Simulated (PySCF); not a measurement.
H4OS, SMILES `O.S`.

Computed with PySCF, PBE0/def2-SVP, geometry: an unrelaxed start of a pair search. Without diffuse functions Rydberg states are missing, so the states' numbers hold for this basis only.

Geometry (Å), atoms numbered from 1:

```
O1      -2.1048   -0.0023   -0.0929
H2      -1.9512    0.7801    0.4440
H3      -2.3954   -0.6923    0.5090
S4       1.2482    0.0188    0.0591
H5       0.4316    0.7416   -0.7009
H6       0.7829   -1.1118   -0.4554
```

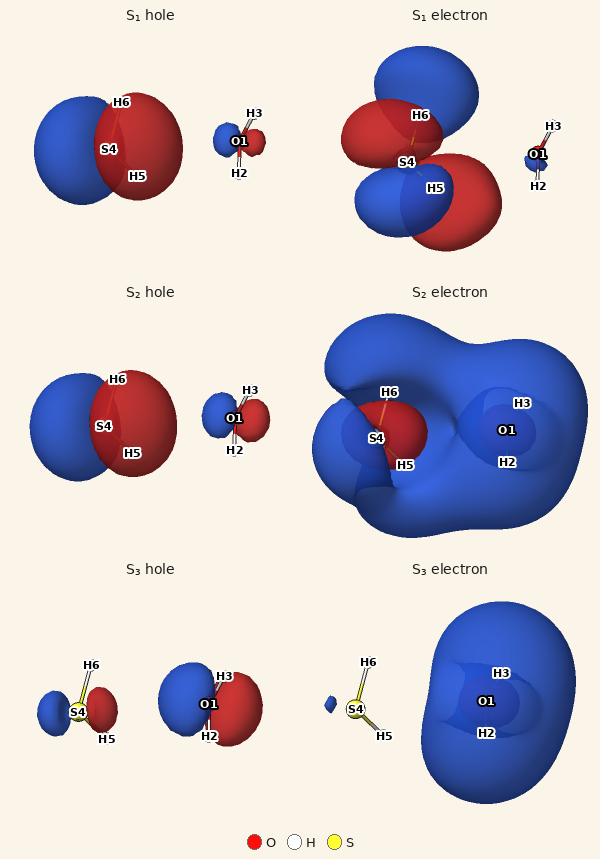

Leading natural transition orbitals (TDA singlet states).

Describe these excited states.

By state:
- S₁: 6.57 eV (189 nm), f = 0.001 (very weak); the leading pair carries 100 %; hole on S4 (89 %), electron on S4 (56 %), H6 (21 %) and H5 (20 %); their centroids lie 0.4 Å apart.
- S₂: 7.03 eV (176 nm), f = 0.037, partly diffuse acceptor orbital, which a basis without diffuse functions describes poorly; the leading pair carries 99 %; hole on S4 (85 %) and O1 (5 %), electron on S4 (25 %), H6 (21 %) and H5 (17 %) (atom shares of so diffuse an orbital are rough); their centroids lie 1.5 Å apart.
- S₃: 7.95 eV (156 nm), f = 0.042, partly diffuse acceptor orbital, which a basis without diffuse functions describes poorly; the leading pair carries 76 %; hole on O1 (61 %) and S4 (28 %), electron on H3 (28 %), H2 (25 %) and O1 (20 %) (atom shares of so diffuse an orbital are rough) (shares are of the whole state, not of the leading pair alone); their centroids lie 0.6 Å apart.

The PySCF run took 25 s on 1 thread of AMD EPYC (Zen 3) (shared host), peak memory 0.33 GiB.
